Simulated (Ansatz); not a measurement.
**CH₅Al₂FOSi: density, localisation and related maps**

The calculation's input:

```
crystal:
  periodic: [false, false, false]
  atoms:
    - { symbol: F, position_ang: [-2.0016, -1.9271, -0.2006] }
    - { symbol: Si, position_ang: [-0.7113, -1.0755, 0.4075] }
    - { symbol: C, position_ang: [0.5302, -0.765, -0.9406] }
    - { symbol: Al, position_ang: [0.9914, 1.2129, -0.8565] }
    - { symbol: O, position_ang: [-0.5234, 2.2298, -0.3945] }
    - { symbol: Al, position_ang: [-1.2101, 1.1736, 0.9307] }
    - { symbol: H, position_ang: [-0.0899, -1.7861, 1.5525] }
    - { symbol: H, position_ang: [0.1905, -1.0265, -1.9258] }
    - { symbol: H, position_ang: [1.491, -1.3254, -0.6728] }
    - { symbol: H, position_ang: [-0.34324, 3.10947, -0.81143] }
    - { symbol: H, position_ang: [-0.9763, 1.5786, 2.4739] }
basis:
  gaussian: { orbitals: def2-SVP }
hamiltonian:
  xc: { name: BHLYP }
  dispersion: d4
relax:
  f_tol: 0.02
  max_steps: 50
output:
  orbitals: {}
```

Launched as:

```sh
ansatz run input.yaml --threads 2 --pin off --max-ram 3072MiB --backend cpu --events-out ev --progress --plain --runs-dir out
```

The fields are those of the run's last geometry, not of the input's.

Level of theory: RKS BHLYP-D4/def2-SVP in Ansatz.

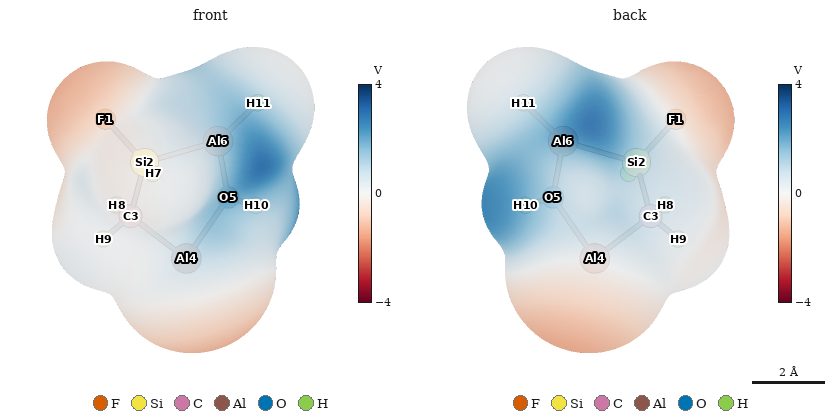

Figure 1. The electrostatic potential painted on the density surface at 0.001 e/bohr³, seen from the front and from behind; red is negative and blue positive.

Q: Where is the surface potential most negative and most positive?

A: The most negative region (about −1.3 V, or −30 kcal/mol for a unit charge) lies over F1 and Al4, the most positive (about +2.9 V, or +67 kcal/mol for a unit charge) over Al6.

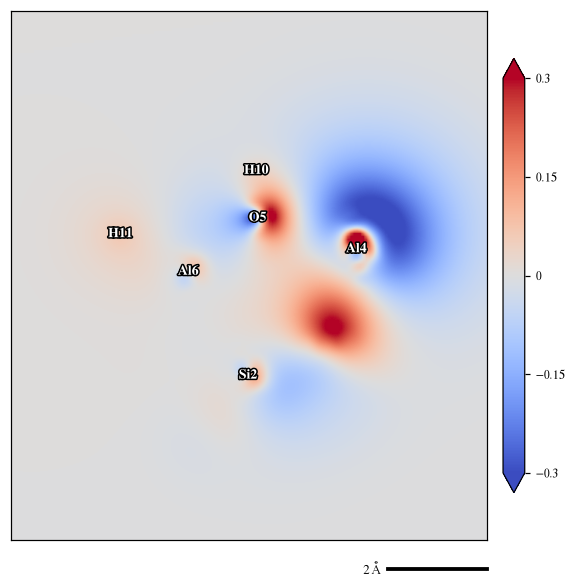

Figure 2. The HOMO on the plane of atoms O5, Al6 and H11 (values in Å⁻³ᐟ²; the overall sign is arbitrary).

Q: What is the character of this orbital?

A: By Hirshfeld shares it lies mainly on Al4 (about 75 %) and C3 (about 10 %). Its energy is −5.60 eV.

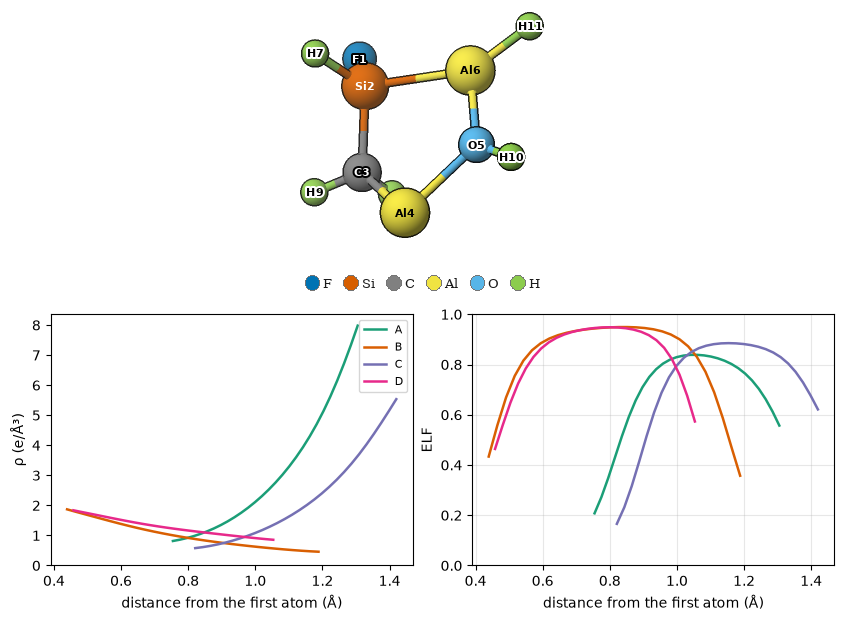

Figure 3. Total electron density and ELF along straight lines between neighbouring atoms. The curves leave out the atomic cores. The structure is drawn too.

Q: Which curve belongs to which contact (Al–O, C–Al, C–Si and Si–F)? The first atom named is at distance zero.

A: Curve A: Si–F (1.63 Å): ρ at the midpoint is about 0.98 e/Å³; the ELF peaks at about 0.85 in the valence shell of F, 0.6 Å from its nucleus, and is about 0.45 at the midpoint. Curve B: C–Al (2.07 Å): the density is about 0.59 e/Å³ at the midpoint; the ELF peaks at about 0.95 between the atoms; a shared but strongly polarised pair. Curve C: Al–O (1.78 Å): ρ at the midpoint is about 0.7 e/Å³; the ELF peaks at about 0.90 in the valence shell of O, 0.6 Å from its nucleus, and is about 0.40 at the midpoint. Curve D: C–Si (1.83 Å): ρ at the midpoint is about 1 e/Å³; the ELF peaks at about 0.95 between the atoms; a shared electron pair.
